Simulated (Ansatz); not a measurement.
# ClF: a line through the functionals

ClF has 2 atoms, charge 0, and is taken as a singlet. As SMILES, `FCl`. Geometry: relaxed at PBE0-D4/def2-TZVP.

The electronic atomisation energy y, in eV, basis cc-pVTZ; a is the functional's share of exact exchange. Programs: Ansatz 0.2.0.

```
functional  program     a  y (eV)
      BLYP   Ansatz     0    2.81
       PBE   Ansatz     0    3.05
     B3LYP   Ansatz   0.2    2.55
      PBE0   Ansatz  0.25       ?
   r2SCAN0   Ansatz  0.25    2.24
     BHLYP   Ansatz   0.5    1.97
```

Problem. Fit y = c + s·a to the known rows and predict PBE0.

Solution. 
1. Means of the 5 rows: a = 0.1900, y = 2.524.
2. Σ(Δa)² = 0.172, Σ(Δa·Δy) = -0.3428, so the slope is -0.3428/0.172 = -1.993.
3. Intercept: 2.524 − (-1.993) × 0.1900 = 2.903. The largest residual of the fit is 0.16.
4. PBE0: 2.903 + (-1.993) × 0.25 = 2.40 eV.

The run gave 2.57 eV, so the prediction is off by -0.17 eV, about the scatter of the fit. The rows mix families of semi-local functionals, which the line can't see.

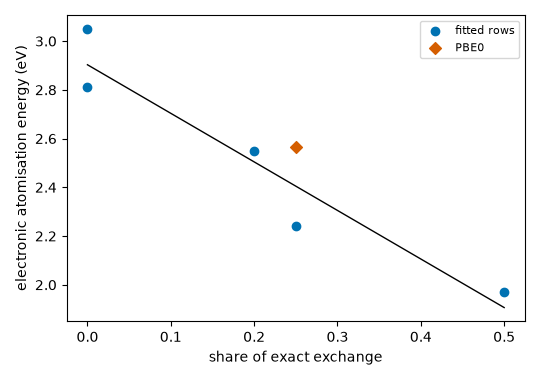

The fitted line, with the withheld row.
